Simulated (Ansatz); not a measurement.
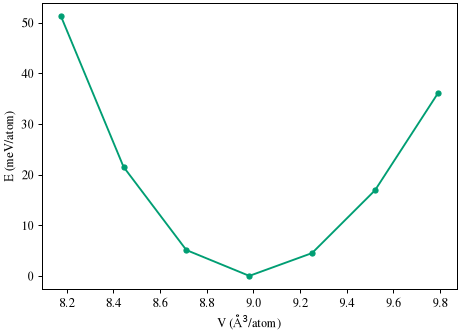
*SiC (CsCl type, Pm-3m) under volume change, the program Ansatz at the r²SCAN level (PAW), scaled uniformly.*

Task: What does a third-order Birch–Murnaghan fit give for V₀, B₀ and B′?

Result: V₀ = 8.98 Å³/atom, B₀ = 187 GPa, B′ = 4.7.

The cell is a constructed one: a structure type filled with these elements; neither database checked (COD, Materials Project) lists it. It is not the phase usual at ambient conditions (space group No. 186, 216). Symmetry was held in the r²SCAN relaxation. At this level the phase is mechanically unstable.

Potentials: the later of the program's two PAW sets.
